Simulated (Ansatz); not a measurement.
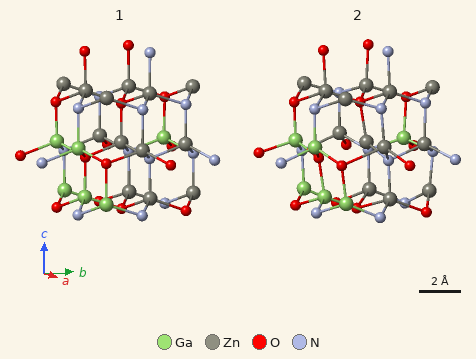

Two geometries of solid Ga₁₈Zn₃₀O₃₀N₁₈ (a generated structure, set up in P1), drawn at one scale. One is the start of a relaxation, the other its converged end. Style: ball-and-stick. Shown: the atoms within 5.0 Å of the atom that moves most (axes of the cell of the calculation (origin shifted)), slightly off an axis.

Theory: DFT, PBEsol, PAW, plane waves in Ansatz. Set-up: plane-wave cutoff 420 eV; k-point mesh 1 × 1 × 1; mesh shifted by (0.5, 0.5, 0.5); no spin polarisation; cell relaxed at fixed alpha, beta, gamma; force threshold 0.03 eV/Å; at most 80 steps.

Q: Which of the two is the end point?

A: Structure 2 is the relaxed one. The largest move relative to the cell is that of a Zn atom, 0.32 Å roughly along +b. By element the largest moves are Zn 0.32 Å, O 0.27 Å, Ga 0.20 Å, N 0.17 Å. Cell: a 9.636 → 9.646 Å (+0.1 %), b 11.127 → 11.210 Å (+0.8 %), c 10.407 → 10.476 Å (+0.7 %). Volume +1.5 %. Some distances before and after: O–Zn 1.969 → 2.544 Å, O–Zn 1.963 → 2.361 Å, O–Zn 1.962 → 2.216 Å, O–Zn 1.957 → 2.184 Å. Bond angles that change, for instance: N–Zn–N 109.1° → 123.8°, O–Zn–O 108.7° → 95.7°, N–Zn–N 109.9° → 121.8°. The space group stays P1 (No. 1). Over 9 geometry steps the energy falls by 8.686 eV per cell of the calculation. Largest force component: 3.6 eV/Å at the start, 0.0057 eV/Å at the end. The pressure goes from 1.51 to 0.00 GPa. The run took about 16 s of wall time on a shared GPU.
